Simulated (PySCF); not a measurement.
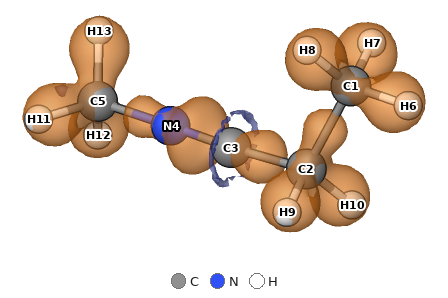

*C₄H₈N, charge +1, SMILES `CCC#[N+]C`. Deformation density (molecule less spherical, spin-averaged free atoms at the same positions), surfaces at ±0.17 e/Å³; orange: gain, blue: loss.*

Computed with PySCF, CAM-B3LYP/cc-pVDZ, geometry: GFN2-xTB. No frequency check shows the geometry to be a minimum.

### Describe the bonding that the map shows.

The five largest and four smallest: C5–H11: +0.73 e/Å³ at the bond critical point (bond length 1.09 Å, Mayer order 0.9). C5–H12: +0.73 e/Å³ at the bond critical point (bond length 1.09 Å, Mayer order 0.9). C5–H13: +0.73 e/Å³ at the bond critical point (bond length 1.09 Å, Mayer order 0.9). C1–H6: +0.71 e/Å³ at the bond critical point (bond length 1.09 Å, Mayer order 1.0). C1–H7: +0.71 e/Å³ at the bond critical point (bond length 1.09 Å, Mayer order 1.0). C3–N4: +0.65 e/Å³ at the bond critical point (bond length 1.15 Å, Mayer order 2.6). C1–C2: +0.36 e/Å³ at the bond critical point (bond length 1.54 Å, Mayer order 1.1). C2–C3: +0.35 e/Å³ at the bond critical point (bond length 1.41 Å, Mayer order 1.1). N4–C5: −0.03 e/Å³ at the bond critical point (bond length 1.38 Å, Mayer order 1.0); up to 0.6 Å beside the axis the gain reaches +0.49 e/Å³. In all, 2.6 electrons gather in the regions of gain relative to the promolecule of neutral atoms (the regions of loss give up this much and the cation's charge besides). A small or negative value marks a very polar bond, one between electron-rich atoms, whose free-atom densities already overlap strongly, a long bond to a heavier atom, or a closed-shell contact such as a hydrogen bond.

### Where do the Hirshfeld charges lie?

The highest Hirshfeld charge is on C3 (+0.27 e), the lowest on C1 (−0.07 e).

Run time: 12 s on 1 thread of Intel(R) Xeon(R) Platinum 8488C (Sapphire Rapids), with other jobs on the host, peak memory 0.47 GiB.
